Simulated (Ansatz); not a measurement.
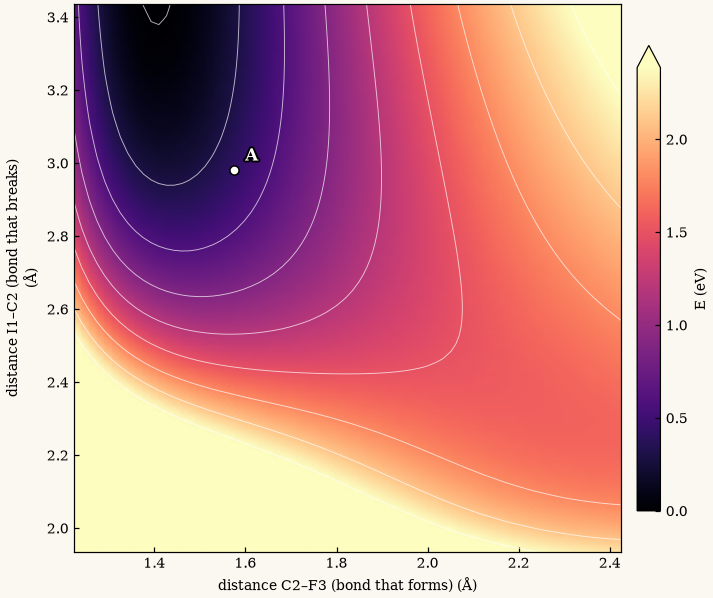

The reacting system CH3FI (fragments CH₃I + F where the first distance is long, I + CH₃F where the second is long), charge −1. Coordinates scanned: (1) distance C2–F3 (bond that forms); (2) distance I1–C2 (bond that breaks). Relaxed at each point: all other coordinates. The scan uses a 9 × 9 grid. Points are written as (first, second). Energies: eV, counted from the lowest grid point. The reference is spin-restricted, so regions where a bond is pulled apart into radicals lie too high. Level of theory: Ansatz 0.2.0, RKS PBE0-D4/def2-SVPD.

The picture shows a smooth colour map with a few white contour lines, one colour for all values above the top of the scale, the point A. Between grid points the surface is interpolated.

Is A at rest? If not, where is it pushed?

A, at (1.576 Å, 2.982 Å), is not a stationary point. The computed force is 2 eV for each Å towards smaller values of the first coordinate and 0.79 eV for each Å towards larger values of the second coordinate.
